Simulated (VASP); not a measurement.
Band structure of Rb₂O₂ (space group Immm). All values below come from LDA (Ceperley-Alder, Perdew-Zunger), VASP's LDA PAW potentials (set 64) (plane waves; VASP).

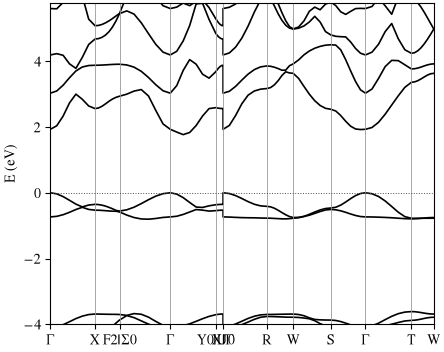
Fig. 1. Bands along high-symmetry lines, zero at the valence-band maximum or, without a gap, the Fermi level

**Question.** Read the plot: is there a gap, and where are the band edges?

**Answer.** The gap is indirect, 1.77 eV, from the valence maximum at Γ to the conduction minimum at Γ-Y0 at 0.29. (Edges off the drawn lines would not show.)

The structure comes from a computed database's Rb2O2 entry (Immm); how it stands against other phases isn't given here. It was relaxed first, which changed the volume by -8 %.
